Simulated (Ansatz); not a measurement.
## Correcting a cheap level on molecular compounds of K

The vertical ionisation energy (cation less neutral) in eV of 8 molecular compounds of K: x at HF/def2-TZVPP, y at CCSD(T)/def2-TZVPP. Shapes, held fixed at every level: PBE0-D4/def2-TZVP. Programs: Ansatz 0.2.0.

```
              molecule  x (eV)  y (eV)
CH3K (SMILES [CH3][K])    4.17    5.60
KNH2 (SMILES [NH2][K])    4.18    5.74
CH3KS (SMILES C[S][K])    5.17    6.27
CH3KO (SMILES C[O][K])    5.21    6.77
  KSH (SMILES [SH][K])    5.76       ?
  KBr (SMILES [K][Br])    7.16    8.11
  KCl (SMILES [Cl][K])    7.44    8.47
    KF (SMILES [F][K])    7.53    9.41
```

Question: Fit y = c + s·x to the known rows and predict y for KSH.

Answer: 
1. Means of the 7 rows: x = 5.8371, y = 7.196.
2. Σ(Δx)² = 13.549, Σ(Δx·Δy) = 12.958, so the slope is 12.958/13.549 = 0.95638.
3. Intercept: 7.196 − (0.95638) × 5.8371 = 1.614. The largest residual of the fit is 0.60.
4. KSH: 1.614 + 0.95638 × 5.76 = 7.12 eV.

CCSD(T)/def2-TZVPP gives 6.85 eV, so the prediction is off by +0.27 eV, within the largest residual. Uncorrected, HF/def2-TZVPP misses KSH by -1.09 eV, and the other rows by 1.36 on average. The line removes about 75 % of this miss. Left out in turn, the other rows are missed by 0.36 eV on average. Cations run unrestricted. Relativity is left out for Br. Outer-core shells of Br, K are correlated, in sets that cover them unevenly.

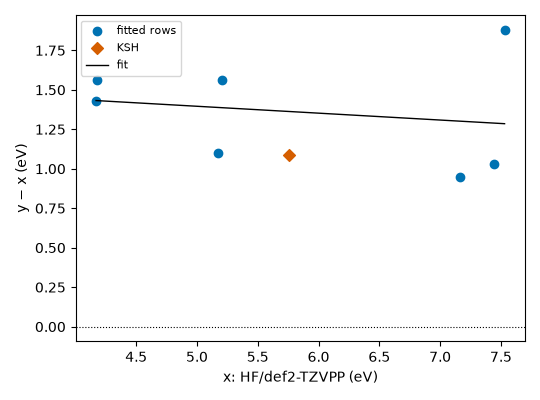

The correction y − x against x, with the fitted line and the withheld molecule.
